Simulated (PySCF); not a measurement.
**C₂H₉NSi, SMILES `CN(C)[SiH3]`: what the electrons do**

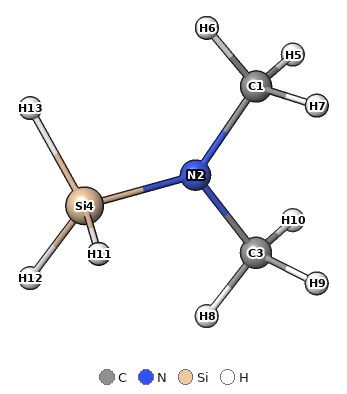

The molecule, with its atoms numbered as below. No frequency check shows the geometry to be a minimum.

Cartesian coordinates (Å):

```
C1      -1.1399    1.1948   -0.0341
N2      -0.3622   -0.0000    0.1716
C3      -1.1399   -1.1949   -0.0339
Si4      1.3471    0.0001   -0.0137
H5      -2.0110    1.1893    0.6284
H6      -0.5361    2.0703    0.1898
H7      -1.5011    1.2764   -1.0675
H8      -0.5360   -2.0703    0.1901
H9      -1.5011   -1.2766   -1.0673
H10     -2.0110   -1.1893    0.6285
H11      1.8451   -0.0014   -1.4022
H12      1.8027   -1.2207    0.6499
H13      1.8026    1.2209    0.6497
```

## 1. Bonding charge

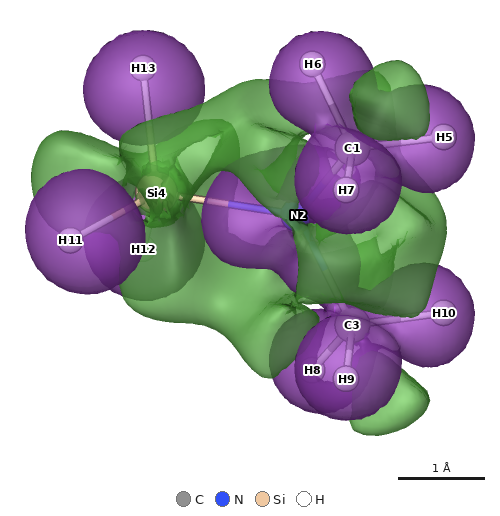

Deformation density (molecule less spherical, spin-averaged free atoms at the same positions), surfaces at ±0.05 e/Å³; purple: gain, green: loss.

Computed with PySCF, PBE0/def2-SVPD, geometry: GFN2-xTB.

**How much density has each bond gained at its critical point, relative to the free atoms?**

C1–H6 and C3–H8: +0.71 e/Å³ at the bond critical point (bond length 1.09 Å). C1–H5 and C3–H10: +0.69 e/Å³ at the bond critical point (bond length 1.09 Å). C1–H7 and C3–H9: +0.68 e/Å³ at the bond critical point (bond length 1.10 Å). N2–C3 and C1–N2: +0.31 e/Å³ at the bond critical point (bond length 1.44 Å). Si4–H13 and Si4–H12: +0.18 e/Å³ at the bond critical point (bond length 1.46 Å). Si4–H11: +0.18 e/Å³ at the bond critical point (bond length 1.48 Å). N2–Si4: +0.10 e/Å³ at the bond critical point (bond length 1.72 Å); up to 0.6 Å beside the axis the gain reaches +0.40 e/Å³. In all, 2.8 electrons gather in the regions of gain relative to the promolecule. A small or negative value marks a very polar bond, one between electron-rich atoms, whose free-atom densities already overlap strongly, a long bond to a heavier atom, or a closed-shell contact such as a hydrogen bond.

**Where do the Hirshfeld charges lie?**

The highest Hirshfeld charge is on Si4 (+0.33 e), the lowest on N2 (−0.16 e).

```tsv
atom	charge (e)
C1	−0.07
N2	−0.16
C3	−0.07
Si4	+0.33
H5	+0.04
H6	+0.04
H7	+0.03
H8	+0.04
H9	+0.03
H10	+0.04
H11	−0.09
H12	−0.08
H13	−0.08
```

## 2. Local ionisation energy

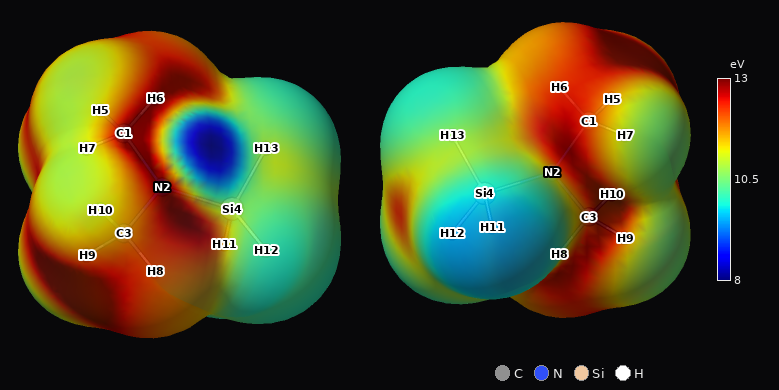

Average local ionisation energy on the surface of electron density 0.001 a.u. (back view left, front view right).

**Locate the minima of the map.**

The lowest value is 8.2 eV, 2.1 Å from N2. Further minima include 9.4 eV, 1.5 Å from H11; 10.0 eV, 1.5 Å from H12, and at like points elsewhere; 10.4 eV, 1.4 Å from H7, and at like points elsewhere. For comparison, the highest occupied orbital lies at −6.3 eV.

**What volume does the surface enclose, and what is the dipole moment?**

About 123 Å³; the dipole moment is 0.8 D.

## 3. Excited states

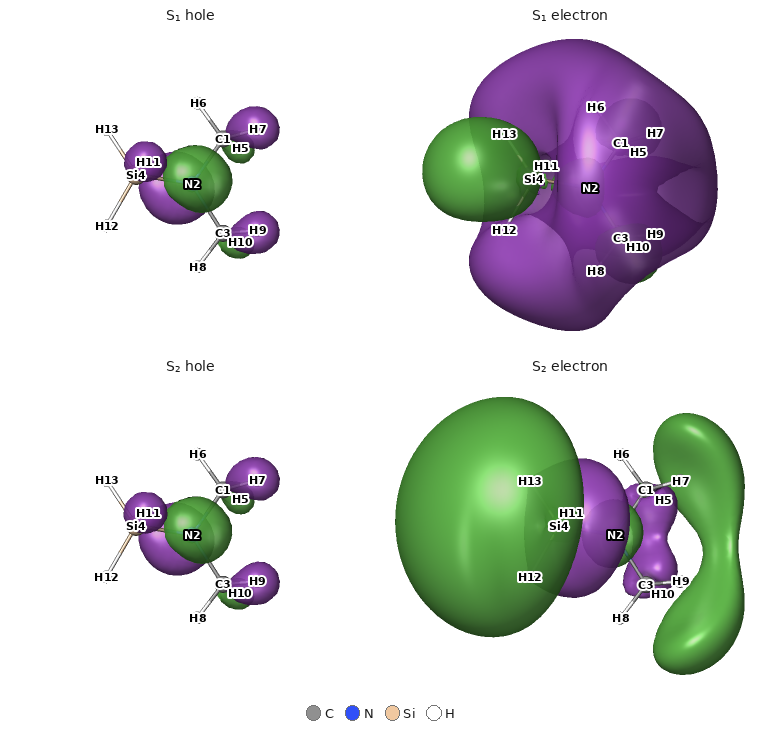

Leading natural transition orbitals (TDA singlet states).

Level of theory: PBE/6-31+G* (PySCF), at a geometry from GFN2-xTB.

**Describe these excited states.**

By state:
- S₁: 4.47 eV (277 nm), f = 0.014, diffuse (Rydberg-like) orbital; the leading pair carries 100 %; hole on N2 (52 %), Si4 (10 %) and C1 and C3 (7 % each), electron on Si4 (35 %), C1 and C3 (10 % each) and H11, H12 and H13 (5 % each) (atom shares of so diffuse an orbital are rough); their centroids lie 0.7 Å apart.
- S₂: 5.06 eV (245 nm), f = 0.032, diffuse (Rydberg-like) orbital; the leading pair carries 100 %; hole on N2 (52 %), Si4 (10 %) and C1 and C3 (7 % each), electron on Si4 (54 %), H11 (7 %) and H12 and H13 (6 % each) (atom shares of so diffuse an orbital are rough); their centroids lie 2.2 Å apart.

## 4. Removing or adding an electron

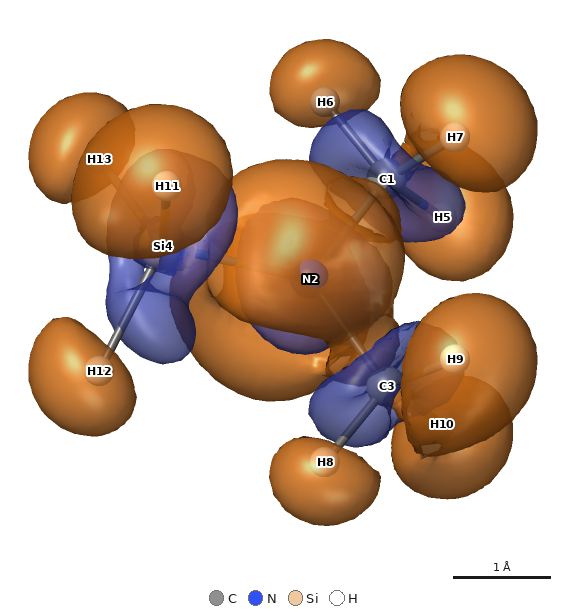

Fukui function f⁻ = ρ(N) − ρ(N−1) at fixed geometry, surfaces at ±0.015 e/Å³ (orange positive, blue negative).

Method: B3LYP/6-31+G*; geometry: GFN2-xTB; program: PySCF.

**Which atoms respond most to the removal of an electron?**

f⁻ (Hirshfeld-condensed) is largest on N2 (0.24); the vertical ionisation energy is 8.33 eV. Condensed values hint at sites of electrophilic attack but needn't mark the atom that reacts. Orbital relaxation makes it negative in places (0.25 e in all).

## 5. Localised orbitals

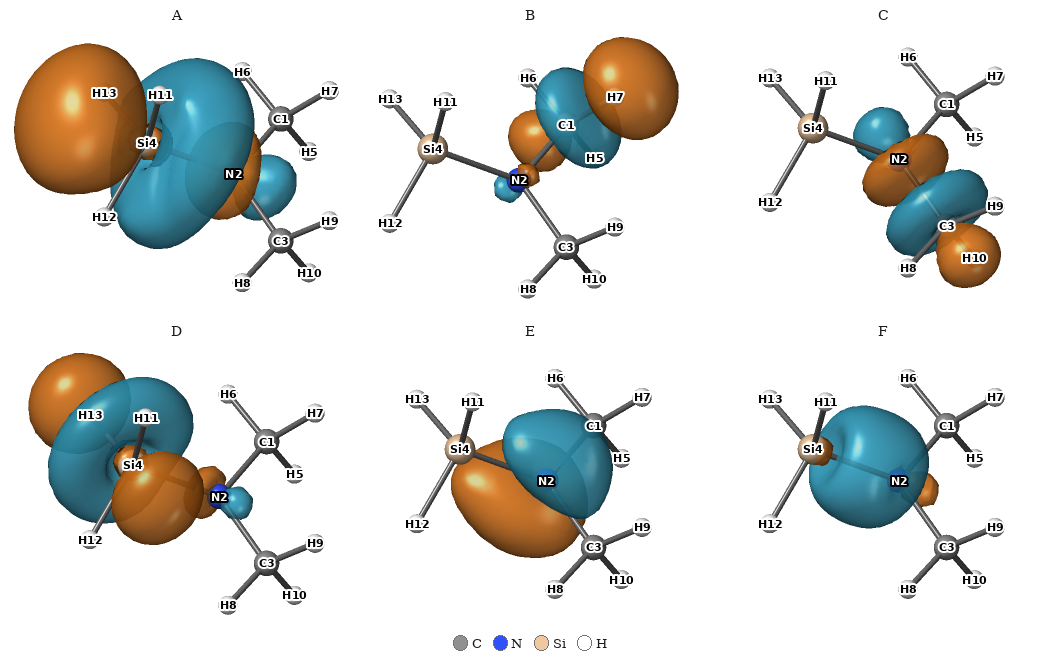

Intrinsic bond orbitals (IBO), occupied and valence-virtual; each surface holds about 80 % of the orbital's density. Energies are diagonal elements of the Fock matrix.

Method: BLYP/def2-SVP; geometry: GFN2-xTB; program: PySCF.

**Identify each orbital.**

By panel:
- A: σ* orbital Si4–N2, mostly on Si4 (Si4 72 %, N2 26 %; 4.1 eV)
- B: σ* orbital H7–C1 (H7 55 %, C1 43 %; 8.1 eV)
- C: σ* orbital C3–N2 (C3 57 %, N2 43 %; 8.2 eV)
- D: σ* orbital Si4–H13 (Si4 55 %, H13 43 %; 5.2 eV)
- E: lone pair on N2 (p-type) (N2 89 %, Si4 4 %; −6.1 eV)
- F: σ bond N2–Si4 (N2 70 %, Si4 28 %; −13.1 eV)

**How do all the valence pairs divide up?**

13 pairs: 12 σ bonds and 1 lone pair.

## 6. Stretching a bond

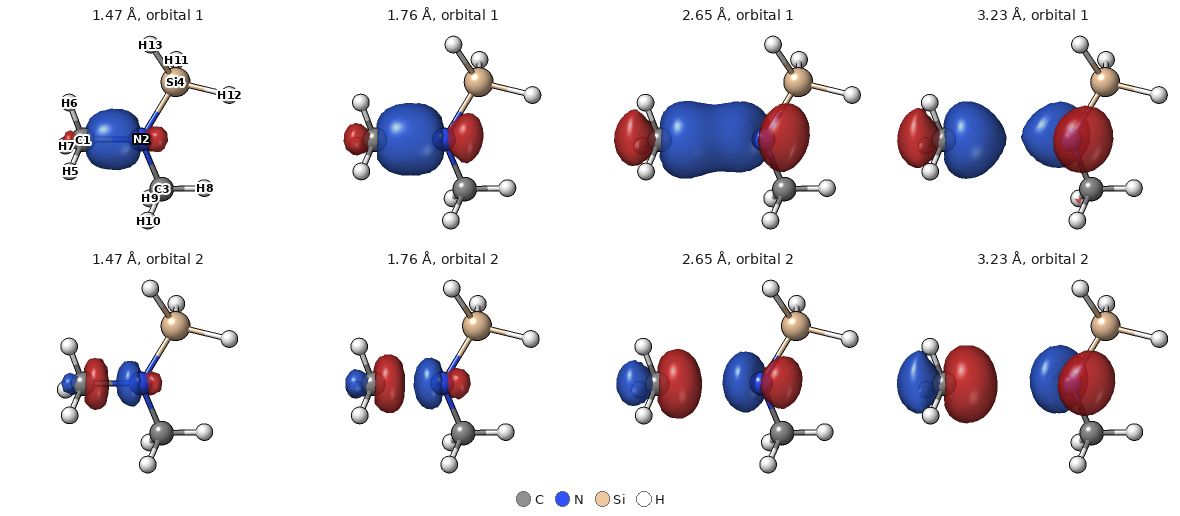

Rigid stretch of the C1–N2 bond. The two CASSCF(2,2) natural orbitals nearest half filling (orbital 1 the more occupied).

PySCF calculation, cc-pVDZ basis, gas phase; geometry: GFN2-xTB.

**How do the occupations change along the stretch?**

1.47 Å: 1.98 and 0.02; 1.76 Å: 1.95 and 0.05; 2.65 Å: 1.52 and 0.48; 3.23 Å: 1.14 and 0.86. At the longest distance computed (4.12 Å) they are 1.03 and 0.97, and the effective number of unpaired electrons is 2.0.

**Where does the UHF solution part from RHF?**

Between 1.76 Å (⟨S²⟩ = 0, the two coincide) and 1.98 Å (⟨S²⟩ = 0.08); at 4.12 Å ⟨S²⟩ is 1.02 and UHF lies 5.5 eV below RHF.

**How much energy does the stretch cost?**

By CASSCF, 3.5 eV from the lowest point of the scan (1.47 Å) to 4.12 Å; RHF gives 8.4 eV from its own lowest point. The fragments aren't relaxed and dynamic correlation is missing, so this isn't a bond dissociation energy.

The PySCF runs shown took 24 s, 82 s, 3.9 min, 23 s and 8.1 min on 1 thread of AMD EPYC 7571, with other jobs on the host.
